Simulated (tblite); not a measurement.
# Geometry relaxation of C3H6F5PSi (part 1 of 2)

- system: C3H6F5PSi, SMILES CP([SiH3])C(F)(F)C(F)(F)F
- method: GFN2-xTB geometry optimisation, gas phase (tblite 0.8.0)

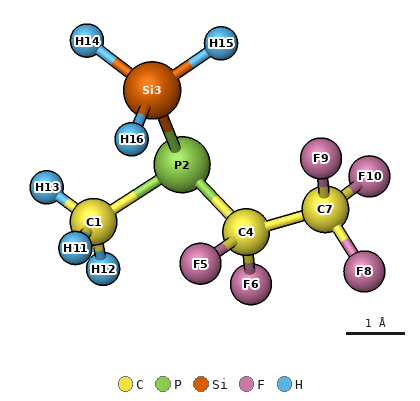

Figure 1. The starting structure (ball-and-stick view, seen at a tilt; atoms are numbered from 1 in the order of the input). Bond lengths as drawn: C–C 1.53 Å, C–F 1.35 to 1.37 Å, C–H 1.08 to 1.10 Å, C–P 1.80 to 1.84 Å, H–Si 1.48 to 1.49 Å and P–Si 2.21 Å.

**Key numbers**

- outcome: converged
- total energy: −1017.7059 eV
- hardware: 1 CPU thread, shared host
- wall time: 0.53 s
- peak memory: 0.18 GiB

**The input**
```
{"job": {"kind": "relax", "xc": "GFN2-xTB", "basis": "xTB"}, "charge": 0, "multiplicity": 1}
C      1.660500     1.402600     0.472000
P      0.590300     0.480000    -0.704300
Si     1.187400    -1.600700    -0.248600
C     -1.006200     0.556900     0.117200
F     -0.681400     0.275600     1.417500
F     -1.212700     1.888700     0.045200
C     -2.221100    -0.231400    -0.364800
F     -3.324700     0.071200     0.364800
F     -2.039900    -1.578500    -0.255600
F     -2.518400     0.022000    -1.655500
H      1.592200     1.032600     1.499100
H      1.356500     2.457300     0.487400
H      2.695000     1.364100     0.169500
H      2.611600    -1.773600    -0.605500
H      0.335500    -2.484200    -1.076800
H      0.968000    -1.873600     1.199300
```

The first line tells a small driver script what to run in tblite; the rest is the geometry in Å.

Run as:
```bash
OMP_NUM_THREADS=1 python <driver script> task.json out
```

**What the program printed**
```
step      E/eV     max force
  0   -1017.12645    3.475
  1   -1017.37258    1.817
  2   -1017.52248    0.777
  3   -1017.55870    0.439
  4   -1017.58150    0.470
  5   -1017.59960    0.410
  6   -1017.61760    0.391
  7   -1017.63060    0.356
  8   -1017.63944    0.243
  9   -1017.64509    0.186
 10   -1017.64957    0.227
 11   -1017.65391    0.220
 12   -1017.65884    0.196
 13   -1017.66417    0.189
 14   -1017.66953    0.218
 15   -1017.67480    0.217
 16   -1017.67980    0.174
 17   -1017.68373    0.159
 18   -1017.68606    0.140
 19   -1017.68742    0.099
 20   -1017.68855    0.081
 21   -1017.68962    0.070
 22   -1017.69056    0.081
 23   -1017.69139    0.080
 24   -1017.69232    0.082
 25   -1017.69354    0.110
 26   -1017.69498    0.121
 27   -1017.69635    0.117
 28   -1017.69748    0.106
 29   -1017.69846    0.090
 30   -1017.69929    0.073
 31   -1017.69992    0.057
 32   -1017.70039    0.053
 33   -1017.70088    0.072
 34   -1017.70154    0.073
 35   -1017.70229    0.078
 36   -1017.70292    0.058
 37   -1017.70333    0.048
 38   -1017.70366    0.052
 39   -1017.70398    0.047
 40   -1017.70424    0.040
 41   -1017.70441    0.033
 42   -1017.70453    0.034
 43   -1017.70468    0.031
 44   -1017.70486    0.039
 45   -1017.70502    0.037
 46   -1017.70511    0.023
 47   -1017.70518    0.022
 48   -1017.70526    0.025
 49   -1017.70535    0.031
 50   -1017.70542    0.028
 51   -1017.70547    0.016
 52   -1017.70551    0.020
 53   -1017.70558    0.025
 54   -1017.70564    0.024
 55   -1017.70569    0.017
 56   -1017.70572    0.014
 57   -1017.70575    0.015
 58   -1017.70579    0.018
 59   -1017.70582    0.016
 60   -1017.70584    0.013
 61   -1017.70585    0.012
 62   -1017.70586    0.010
 63   -1017.70587    0.011
 64   -1017.70589    0.010
```

**Trajectory as extended XYZ (Å, eV, eV/Å), 30 of the 65 frames kept, from step=0 to step=64**
```
16
Properties=species:S:1:pos:R:3:forces:R:3 step=0 energy=-1017.12645
C     1.6605    1.4026    0.4720   -0.6040   0.4840   0.7580
P     0.5903    0.4800   -0.7043    2.2060  -0.3940  -2.6560
Si    1.1874   -1.6007   -0.2486   -0.0090  -0.9120   0.3190
C    -1.0062    0.5569    0.1172    0.5020  -0.0630   0.7340
F    -0.6814    0.2756    1.4175   -1.3220  -0.0490   0.6480
F    -1.2127    1.8887    0.0452   -1.1760   0.5660   0.4580
C    -2.2211   -0.2314   -0.3648   -0.7750  -0.3590   0.1260
F    -3.3247    0.0712    0.3648    0.6550  -0.2370  -0.4790
F    -2.0399   -1.5785   -0.2556   -0.0370   1.0970  -0.0380
F    -2.5184    0.0220   -1.6555    0.3690  -0.0980   0.8100
H     1.5922    1.0326    1.4991   -0.0330  -0.1080  -0.0670
H     1.3565    2.4573    0.4874    0.0140  -0.1050  -0.1010
H     2.6950    1.3641    0.1695    0.1570  -0.2000  -0.3960
H     2.6116   -1.7736   -0.6055   -0.3320   0.1660   0.0870
H     0.3355   -2.4842   -1.0768    0.2540   0.2230   0.1830
H     0.9680   -1.8736    1.1993    0.1330  -0.0110  -0.3870
16
Properties=species:S:1:pos:R:3:forces:R:3 step=2 energy=-1017.52248
C     1.6503    1.4133    0.4858    0.1020  -0.1480  -0.3090
P     0.6626    0.4700   -0.7914    0.1870   0.0690  -0.0470
Si    1.1890   -1.6350   -0.2373    0.0770  -0.1480  -0.0120
C    -0.9807    0.5600    0.1334    0.3180   0.2600  -0.2370
F    -0.7350    0.2741    1.4406   -0.6350   0.0190   0.0600
F    -1.2584    1.9001    0.0654   -0.4570  -0.3010   0.3290
C    -2.2307   -0.2321   -0.3551    0.6410   0.4180   0.1360
F    -3.3102    0.0644    0.3528   -0.1610   0.0810   0.1570
F    -2.0401   -1.5479   -0.2558    0.1310  -0.1360   0.0990
F    -2.5055    0.0203   -1.6325    0.1590   0.1240  -0.0500
H     1.5884    1.0255    1.5004   -0.1600  -0.1560  -0.0750
H     1.3540    2.4587    0.4834   -0.1100   0.0680  -0.0740
H     2.6920    1.3574    0.1577   -0.1150  -0.0140  -0.0430
H     2.5996   -1.7677   -0.6019   -0.0060   0.0130   0.0420
H     0.3442   -2.4776   -1.0708   -0.0050  -0.0910  -0.0420
H     0.9730   -1.8746    1.1864    0.0340  -0.0590   0.0670
16
Properties=species:S:1:pos:R:3:forces:R:3 step=4 energy=-1017.58150
C     1.6505    1.4105    0.4765    0.0130  -0.0330  -0.1250
P     0.6881    0.4701   -0.8134   -0.2780   0.0230   0.3780
Si    1.1922   -1.6493   -0.2354   -0.0240   0.0770  -0.0460
C    -0.9617    0.5718    0.1289   -0.0710   0.0400  -0.0170
F    -0.7782    0.2747    1.4481   -0.1960   0.0130  -0.0740
F    -1.2917    1.8910    0.0862   -0.1730  -0.0250   0.1580
C    -2.2087   -0.2174   -0.3481    0.1060  -0.0220  -0.0770
F    -3.3079    0.0667    0.3551    0.2620   0.1100   0.0210
F    -2.0326   -1.5424   -0.2506    0.1950   0.0620   0.1020
F    -2.4929    0.0265   -1.6272    0.1890   0.1410  -0.0230
H     1.5793    1.0164    1.4942   -0.1430  -0.0960  -0.2440
H     1.3485    2.4600    0.4783   -0.0540  -0.0990  -0.0830
H     2.6881    1.3553    0.1522    0.0670   0.0270  -0.0190
H     2.5977   -1.7659   -0.5991    0.1290  -0.0310   0.0140
H     0.3458   -2.4811   -1.0719   -0.0390  -0.1330  -0.0750
H     0.9759   -1.8779    1.1872    0.0170  -0.0520   0.1100
16
Properties=species:S:1:pos:R:3:forces:R:3 step=7 energy=-1017.63060
C     1.6527    1.4060    0.4567   -0.0240   0.0350   0.0480
P     0.6726    0.4695   -0.7943   -0.1790  -0.1000  -0.1640
Si    1.1912   -1.6548   -0.2375   -0.0320  -0.0550   0.0410
C    -0.9610    0.5859    0.1313   -0.2100   0.0240   0.2870
F    -0.8340    0.2745    1.4515    0.1310  -0.0690   0.2020
F    -1.3403    1.8877    0.1211    0.0090   0.2260  -0.0240
C    -2.1797   -0.2087   -0.3535   -0.1030  -0.0600  -0.0760
F    -3.2712    0.0835    0.3589    0.1370   0.0580  -0.0510
F    -2.0001   -1.5305   -0.2354    0.1320   0.0410  -0.0590
F    -2.4582    0.0477   -1.6288    0.0910  -0.0310  -0.0970
H     1.5542    0.9956    1.4605   -0.0270  -0.0590  -0.0100
H     1.3370    2.4497    0.4628   -0.0150  -0.0030  -0.0580
H     2.6936    1.3568    0.1446    0.0340   0.0040  -0.0290
H     2.6092   -1.7678   -0.5941   -0.0640   0.0110   0.0410
H     0.3451   -2.4989   -1.0801    0.0870   0.0020   0.0440
H     0.9814   -1.8872    1.1973    0.0340  -0.0240  -0.0930
16
Properties=species:S:1:pos:R:3:forces:R:3 step=9 energy=-1017.64509
C     1.6524    1.4050    0.4504   -0.0590  -0.0640  -0.0710
P     0.6524    0.4643   -0.7924   -0.0360  -0.0090  -0.1020
Si    1.1889   -1.6583   -0.2366   -0.0030  -0.0200   0.0040
C    -0.9730    0.5930    0.1480    0.0620   0.0980   0.0950
F    -0.8434    0.2706    1.4643    0.0630   0.0040   0.1540
F    -1.3546    1.8988    0.1317    0.0470   0.0280   0.0500
C    -2.1737   -0.2079   -0.3597    0.0660   0.1010   0.0530
F    -3.2528    0.0930    0.3577   -0.1770  -0.0230  -0.0520
F    -1.9803   -1.5256   -0.2342    0.0500   0.0030  -0.1070
F    -2.4407    0.0529   -1.6365    0.0600  -0.0860  -0.0350
H     1.5439    0.9850    1.4481    0.0140  -0.0170   0.0340
H     1.3319    2.4461    0.4538   -0.0100   0.0210  -0.0320
H     2.6968    1.3578    0.1407   -0.0760  -0.0170  -0.0180
H     2.6096   -1.7679   -0.5898   -0.0930   0.0280   0.0380
H     0.3499   -2.5058   -1.0806    0.0740  -0.0160   0.0330
H     0.9852   -1.8921    1.1961    0.0170  -0.0310  -0.0440
16
Properties=species:S:1:pos:R:3:forces:R:3 step=11 energy=-1017.65391
C     1.6473    1.4008    0.4432   -0.0530  -0.0480  -0.0640
P     0.6388    0.4604   -0.7994   -0.0060   0.0450   0.0940
Si    1.1867   -1.6614   -0.2356   -0.0310   0.0740  -0.0260
C    -0.9761    0.6027    0.1655    0.1080   0.0100  -0.0480
F    -0.8435    0.2693    1.4821    0.0120   0.0980  -0.0320
F    -1.3587    1.9086    0.1417    0.0800  -0.0580   0.1340
C    -2.1683   -0.2020   -0.3596    0.0470   0.0670   0.0810
F    -3.2535    0.0960    0.3515   -0.1670  -0.0880  -0.1130
F    -1.9656   -1.5205   -0.2412    0.0130   0.0530  -0.0340
F    -2.4259    0.0496   -1.6420    0.0820  -0.0140   0.0690
H     1.5393    0.9781    1.4427    0.0120   0.0260  -0.0490
H     1.3286    2.4445    0.4463   -0.0080  -0.0480  -0.0200
H     2.6932    1.3568    0.1368   -0.1000  -0.0360  -0.0290
H     2.6035   -1.7658   -0.5847    0.0040   0.0290   0.0100
H     0.3581   -2.5110   -1.0785    0.0150  -0.0760  -0.0230
H     0.9885   -1.8972    1.1922   -0.0080  -0.0350   0.0490
16
Properties=species:S:1:pos:R:3:forces:R:3 step=13 energy=-1017.66417
C     1.6366    1.3927    0.4303    0.0010   0.0400   0.0390
P     0.6214    0.4581   -0.8025    0.0140   0.0170   0.0900
Si    1.1810   -1.6602   -0.2358   -0.0550   0.0550  -0.0030
C    -0.9736    0.6151    0.1852   -0.0510  -0.0920  -0.0570
F    -0.8431    0.2754    1.5027    0.0170   0.1080  -0.1220
F    -1.3581    1.9180    0.1658    0.0930   0.0010   0.1410
C    -2.1590   -0.1905   -0.3541   -0.0750  -0.0710  -0.0020
F    -3.2656    0.0928    0.3340   -0.0150  -0.1080  -0.1370
F    -1.9451   -1.5095   -0.2516    0.0050   0.0370   0.1220
F    -2.3993    0.0459   -1.6436    0.0960   0.1450   0.0730
H     1.5339    0.9710    1.4316   -0.0060   0.0370  -0.0590
H     1.3234    2.4385    0.4348   -0.0280  -0.0520  -0.0090
H     2.6816    1.3524    0.1287   -0.0230  -0.0590  -0.0780
H     2.5964   -1.7604   -0.5774    0.0750   0.0450  -0.0150
H     0.3699   -2.5240   -1.0778   -0.0180  -0.0830  -0.0460
H     0.9921   -1.9065    1.1908   -0.0290  -0.0160   0.0630
16
Properties=species:S:1:pos:R:3:forces:R:3 step=15 energy=-1017.67480
C     1.6263    1.3863    0.4183    0.0500   0.0650   0.0640
P     0.6034    0.4569   -0.7997    0.0200  -0.0440  -0.0770
Si    1.1718   -1.6561   -0.2363    0.0040  -0.0910   0.0280
C    -0.9746    0.6230    0.2014   -0.1380  -0.0320   0.0190
F    -0.8408    0.2886    1.5166    0.0350  -0.0250  -0.0160
F    -1.3505    1.9274    0.2007    0.0410   0.0700   0.0350
C    -2.1527   -0.1821   -0.3485   -0.0850  -0.0910  -0.0690
F    -3.2817    0.0818    0.3069    0.0190  -0.0740  -0.0600
F    -1.9233   -1.4978   -0.2530   -0.0080  -0.0570   0.1880
F    -2.3649    0.0531   -1.6420    0.0700   0.2020  -0.0380
H     1.5278    0.9660    1.4173   -0.0090   0.0130   0.0510
H     1.3156    2.4301    0.4222   -0.0430   0.0470   0.0050
H     2.6678    1.3434    0.1143    0.0640  -0.0570  -0.1070
H     2.5933   -1.7512   -0.5707    0.0120   0.0700  -0.0090
H     0.3813   -2.5432   -1.0800    0.0060  -0.0120  -0.0040
H     0.9937   -1.9173    1.1935   -0.0400   0.0160  -0.0100
16
Properties=species:S:1:pos:R:3:forces:R:3 step=18 energy=-1017.68606
C     1.6207    1.3844    0.4097    0.0160  -0.0170  -0.0360
P     0.5864    0.4517   -0.8021   -0.0190  -0.0320   0.0250
Si    1.1641   -1.6617   -0.2344    0.0430  -0.0620   0.0050
C    -0.9853    0.6303    0.2189    0.0380   0.0450   0.0330
F    -0.8337    0.2969    1.5298   -0.0080  -0.1350   0.0360
F    -1.3375    1.9419    0.2386   -0.0490  -0.0120  -0.0700
C    -2.1521   -0.1793   -0.3475    0.0430   0.0570   0.0160
F    -3.3027    0.0609    0.2720   -0.0540  -0.0100  -0.0040
F    -1.9042   -1.4917   -0.2363   -0.0470   0.0050   0.0140
F    -2.3219    0.0797   -1.6439    0.0310   0.0040  -0.0140
H     1.5224    0.9639    1.4093    0.0340   0.0340   0.0270
H     1.3039    2.4270    0.4103    0.0240   0.0250   0.0070
H     2.6583    1.3281    0.0883    0.0070   0.0040  -0.0300
H     2.5902   -1.7328   -0.5647   -0.0190   0.0610  -0.0020
H     0.3939   -2.5641   -1.0824    0.0090   0.0140   0.0100
H     0.9897   -1.9264    1.1952   -0.0490   0.0200  -0.0180
16
Properties=species:S:1:pos:R:3:forces:R:3 step=20 energy=-1017.68855
C     1.6213    1.3840    0.4071   -0.0040  -0.0080  -0.0140
P     0.5833    0.4480   -0.8019   -0.0120  -0.0130   0.0790
Si    1.1655   -1.6677   -0.2333   -0.0090   0.0330  -0.0020
C    -0.9861    0.6334    0.2244    0.0200  -0.0400   0.0100
F    -0.8335    0.2890    1.5339   -0.0220  -0.0500  -0.0170
F    -1.3390    1.9444    0.2407   -0.0260  -0.0400  -0.0080
C    -2.1508   -0.1765   -0.3470   -0.0040   0.0220   0.0310
F    -3.3084    0.0563    0.2651   -0.0050   0.0280  -0.0280
F    -1.9043   -1.4900   -0.2307   -0.0270   0.0510  -0.0370
F    -2.3118    0.0864   -1.6448    0.0290  -0.0400   0.0390
H     1.5238    0.9661    1.4099    0.0480   0.0440  -0.0330
H     1.3035    2.4282    0.4088    0.0470  -0.0320  -0.0100
H     2.6580    1.3253    0.0808   -0.0200   0.0150  -0.0060
H     2.5891   -1.7248   -0.5640    0.0350   0.0420  -0.0100
H     0.3965   -2.5669   -1.0822   -0.0070  -0.0160  -0.0120
H     0.9853   -1.9263    1.1943   -0.0440   0.0030   0.0190
16
Properties=species:S:1:pos:R:3:forces:R:3 step=22 energy=-1017.69056
C     1.6214    1.3829    0.4032    0.0030   0.0100   0.0150
P     0.5789    0.4437   -0.7966    0.0070   0.0030   0.0070
Si    1.1661   -1.6708   -0.2325   -0.0240   0.0430   0.0050
C    -0.9861    0.6338    0.2307   -0.0400  -0.0700   0.0040
F    -0.8349    0.2786    1.5375   -0.0240   0.0230  -0.0040
F    -1.3420    1.9438    0.2432    0.0090  -0.0360   0.0590
C    -2.1495   -0.1723   -0.3446   -0.0470  -0.0400  -0.0060
F    -3.3142    0.0548    0.2568    0.0240   0.0690  -0.0200
F    -1.9054   -1.4856   -0.2285   -0.0010  -0.0030  -0.0310
F    -2.2998    0.0897   -1.6437    0.0120  -0.0220   0.0130
H     1.5284    0.9707    1.4080    0.0480   0.0180  -0.0100
H     1.3061    2.4273    0.4061    0.0310  -0.0130  -0.0280
H     2.6564    1.3238    0.0732    0.0000   0.0070  -0.0120
H     2.5902   -1.7144   -0.5639    0.0280   0.0290  -0.0020
H     0.3988   -2.5707   -1.0829    0.0020  -0.0110  -0.0080
H     0.9781   -1.9264    1.1948   -0.0300  -0.0070   0.0170
16
Properties=species:S:1:pos:R:3:forces:R:3 step=24 energy=-1017.69232
C     1.6216    1.3820    0.3997    0.0230   0.0090   0.0060
P     0.5739    0.4403   -0.7912    0.0030   0.0220  -0.0560
Si    1.1648   -1.6707   -0.2313    0.0070  -0.0070   0.0110
C    -0.9888    0.6301    0.2374   -0.0230  -0.0160   0.0060
F    -0.8373    0.2714    1.5417   -0.0220   0.0240   0.0420
F    -1.3431    1.9408    0.2516    0.0140  -0.0230   0.0740
C    -2.1507   -0.1706   -0.3429   -0.0100  -0.0420  -0.0370
F    -3.3197    0.0580    0.2468    0.0010   0.0640   0.0030
F    -1.9058   -1.4824   -0.2287   -0.0200  -0.0800  -0.0020
F    -2.2868    0.0915   -1.6426   -0.0180   0.0020  -0.0500
H     1.5360    0.9758    1.4058    0.0350  -0.0120   0.0400
H     1.3102    2.4258    0.4010    0.0010   0.0380  -0.0320
H     2.6542    1.3224    0.0647    0.0270  -0.0060  -0.0250
H     2.5924   -1.7023   -0.5633   -0.0290   0.0190   0.0190
H     0.4020   -2.5757   -1.0839    0.0260   0.0170   0.0130
H     0.9695   -1.9275    1.1963   -0.0130  -0.0090  -0.0120
16
Properties=species:S:1:pos:R:3:forces:R:3 step=26 energy=-1017.69498
C     1.6245    1.3819    0.3959    0.0350   0.0060  -0.0180
P     0.5682    0.4375   -0.7869   -0.0160   0.0420  -0.0240
Si    1.1637   -1.6703   -0.2287    0.0260  -0.0260   0.0080
C    -0.9938    0.6214    0.2468    0.0500   0.0520   0.0090
F    -0.8439    0.2614    1.5501   -0.0110  -0.0190   0.0470
F    -1.3446    1.9330    0.2690   -0.0020   0.0040   0.0510
C    -2.1540   -0.1724   -0.3433    0.0580   0.0010  -0.0390
F    -3.3262    0.0695    0.2329   -0.0080  -0.0050   0.0000
F    -1.9107   -1.4843   -0.2300   -0.0870  -0.0820   0.0180
F    -2.2711    0.0929   -1.6443   -0.0450  -0.0040  -0.0700
H     1.5519    0.9835    1.4061    0.0080  -0.0200   0.0290
H     1.3178    2.4267    0.3910   -0.0220   0.0470  -0.0170
H     2.6538    1.3206    0.0505    0.0300  -0.0180  -0.0260
H     2.5939   -1.6826   -0.5613   -0.0690  -0.0040   0.0420
H     0.4081   -2.5805   -1.0844    0.0410   0.0340   0.0230
H     0.9547   -1.9293    1.1978    0.0110  -0.0090  -0.0340
16
Properties=species:S:1:pos:R:3:forces:R:3 step=29 energy=-1017.69846
C     1.6331    1.3846    0.3915    0.0080   0.0190  -0.0120
P     0.5635    0.4392   -0.7822    0.0110   0.0180   0.0520
Si    1.1642   -1.6696   -0.2244   -0.0380   0.0570   0.0010
C    -0.9947    0.6127    0.2576    0.0060   0.0030   0.0050
F    -0.8549    0.2450    1.5618    0.0170  -0.0440  -0.0370
F    -1.3488    1.9224    0.2932   -0.0060   0.0230   0.0180
C    -2.1544   -0.1764   -0.3486    0.0010   0.0160   0.0030
F    -3.3292    0.0851    0.2179    0.0320  -0.0470  -0.0240
F    -1.9315   -1.4937   -0.2308   -0.0750   0.0490   0.0010
F    -2.2608    0.0907   -1.6519    0.0030  -0.0330   0.0200
H     1.5738    0.9925    1.4079   -0.0140   0.0110  -0.0620
H     1.3272    2.4317    0.3781    0.0040  -0.0190   0.0130
H     2.6584    1.3177    0.0321    0.0020  -0.0090  -0.0070
H     2.5905   -1.6604   -0.5544    0.0110  -0.0290   0.0390
H     0.4186   -2.5807   -1.0832    0.0110   0.0010  -0.0150
H     0.9376   -1.9318    1.1964    0.0260  -0.0160   0.0070
16
Properties=species:S:1:pos:R:3:forces:R:3 step=31 energy=-1017.69992
C     1.6370    1.3865    0.3872   -0.0040   0.0130  -0.0050
P     0.5601    0.4415   -0.7772    0.0170   0.0030  -0.0160
Si    1.1615   -1.6659   -0.2225   -0.0290   0.0350   0.0030
C    -0.9944    0.6116    0.2641   -0.0440  -0.0230  -0.0090
F    -0.8574    0.2351    1.5661    0.0180  -0.0380  -0.0390
F    -1.3501    1.9210    0.3076   -0.0040   0.0010   0.0140
C    -2.1529   -0.1759   -0.3507   -0.0480  -0.0030   0.0110
F    -3.3304    0.0867    0.2079   -0.0080   0.0160   0.0050
F    -1.9447   -1.4947   -0.2304    0.0100   0.0320   0.0000
F    -2.2538    0.0885   -1.6550    0.0330  -0.0120   0.0240
H     1.5810    0.9962    1.4037   -0.0090   0.0080  -0.0340
H     1.3300    2.4329    0.3728    0.0200  -0.0010   0.0150
H     2.6598    1.3148    0.0222    0.0030   0.0060  -0.0040
H     2.5883   -1.6527   -0.5472    0.0260  -0.0270   0.0350
H     0.4254   -2.5817   -1.0836   -0.0030   0.0040  -0.0240
H     0.9329   -1.9349    1.1959    0.0220  -0.0140   0.0230
```
